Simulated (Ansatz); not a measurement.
Cost and result by functional for the surface energy of the (321) surface of fcc Pt in its 1x1 cell, outermost plane spacing 0.53 Å in the ideal cut, in Ansatz (plane waves, PAW). Single points on the PBE structure, on one kind of machine; costs are rough ratios of the slab run's core time (references not counted) to the cheapest single point. r2SCAN's cost holds its higher cutoff (500 against 420 eV). Differences are taken against r2SCAN for comparison alone: no measured value is at hand, so the table doesn't rank accuracy.

Set-up: 20 atoms, 10.1 Å thick at the start (thin: gaps and levels are the slab's own); mesh 8x6x1; 0.1 eV smearing; dipole correction on; all atoms relaxed; symmetry of the start imposed; no spin, no spin-orbit, no U. These notes are the PBE run's.

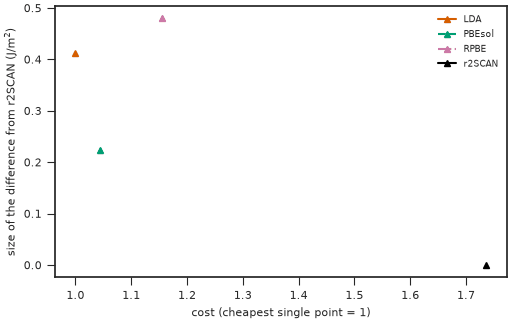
Difference from r2SCAN against cost

```
functional                     relative cost  surface energy (J/m²)  less r2SCAN (J/m²)
-----------------------------  -------------  ---------------------  ------------------
LDA                                        1                   2.43                0.41
PBEsol                                     1                   2.24                0.22
RPBE                                       1                   1.54               -0.48
r2SCAN                                     2                   2.02                0.00
PBE (the relaxed run's value)              –                   1.80               -0.22
```

The values span 0.89 J/m², while the single points' costs differ by a factor of roughly 2. Differences are of unrounded values.

Ansatz is an electronic-structure program.
